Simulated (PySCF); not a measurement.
# C₄H₅ClO₂Si (SMILES O=C=C(C=O)[SiH2]CCl): what the fields show

Input

```
{"job": {"kind": "nmr", "xc": "PBE0", "basis": "pcSseg-1"}, "charge": 0, "multiplicity": 1}
O     -0.392115     2.305209    -1.657446
C     -0.703915     1.356640    -1.075598
C     -0.977340     0.296420    -0.381979
C     -2.217802    -0.397520    -0.212859
O     -2.275709    -1.392905     0.477780
Si     0.285078    -0.713685     0.635068
C      1.968892     0.174992     0.434135
Cl     2.374187     0.218230    -1.305032
H     -3.103788     0.002091    -0.726813
H     -0.101951    -0.656013     2.042511
H      0.390720    -2.038822     0.039132
H      1.975409     1.204554     0.783222
H      2.773946    -0.358703     0.930152
```

Command:

```sh
OMP_NUM_THREADS=1 python probes_run.py task.json out
```

Geometry: GFN2-xTB.

Computed with PBE0/pcSseg-1, SCF density, gas phase, non-relativistic (PySCF).

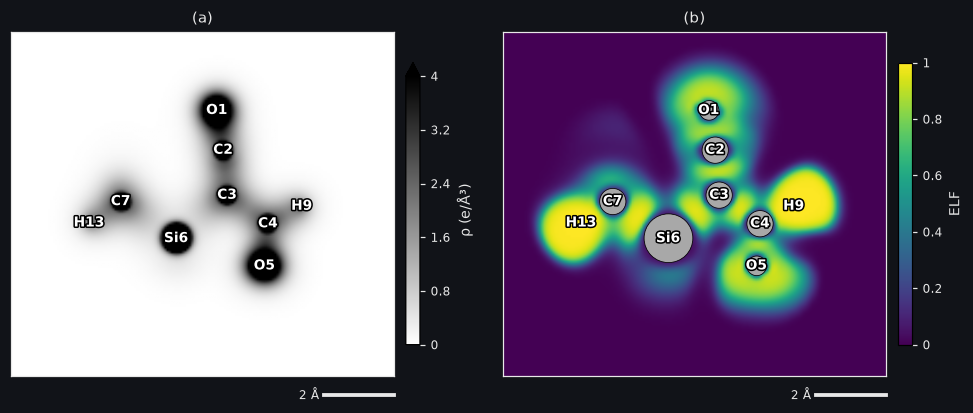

Figure 1. (a) electron density; (b) electron localisation function on the plane of atoms C3, Si6 and C7. Grey discs cover the atomic cores in the ELF map.

Describe what can be read from this map.

- The section cuts through O, C, Si and H sites.
- C–O (1.16 Å): ρ at the midpoint is about 3.7 e/Å³; the ELF peaks at about 0.85 between the atoms (a multiple bond).
- C–C (1.30 Å): ρ at the midpoint is about 2.3 e/Å³; the ELF peaks at about 0.90 between the atoms (a multiple bond).
- C–Si (1.91 Å): ρ is about 0.83 e/Å³ halfway; the ELF peaks at about 0.95 between the atoms: a shared electron pair.
- C–H (1.09 Å): ρ at the midpoint is about 2 e/Å³; the ELF climbs to about 1 towards the hydrogen, as it does in any bond to H (an ordinary covalent bond to hydrogen).
- C–O (1.21 Å): ρ at the midpoint is about 3.3 e/Å³; the ELF peaks at about 0.85 between the atoms; a short, multiple covalent bond.
- The ELF also peaks beside O5 and O1, away from the bonds: lone-pair regions.

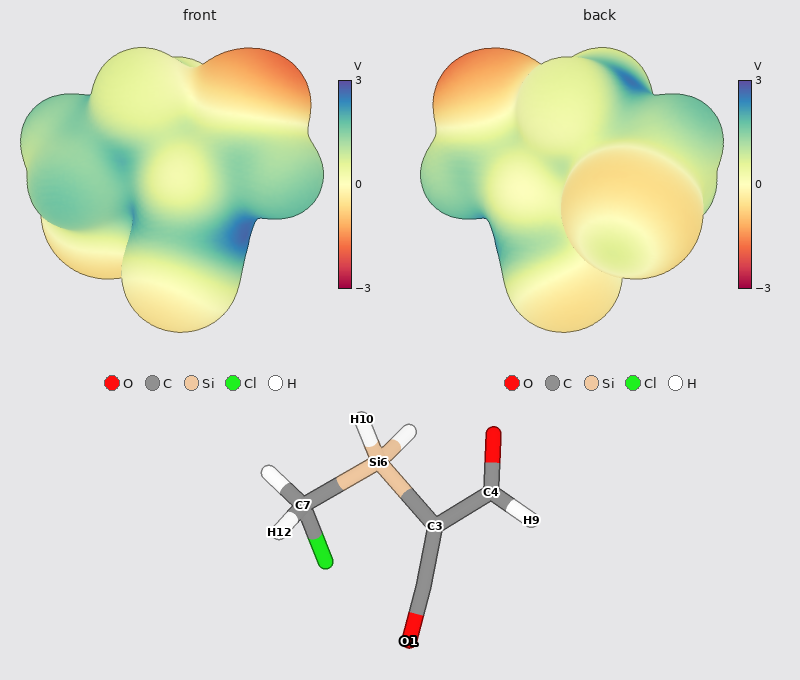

Figure 2. The molecular electrostatic potential painted on the density surface at 0.004 e/bohr³, seen from the front and from behind; the colour scale runs from red (negative) to blue (positive). The bare structure is drawn below in the same view.

Describe the electrostatic potential map.

The most negative region (about −1.7 V) lies over O5, the most positive (about +2.6 V) over C2 and Si6. Cl8 shows a σ-hole: about +0.6 V at the tip opposite its bond, against about −0.3 V on its flanks. O5 is the likeliest acceptor of a hydrogen bond.

How polar is the molecule by this calculation?

Its dipole moment is 1.54 D.
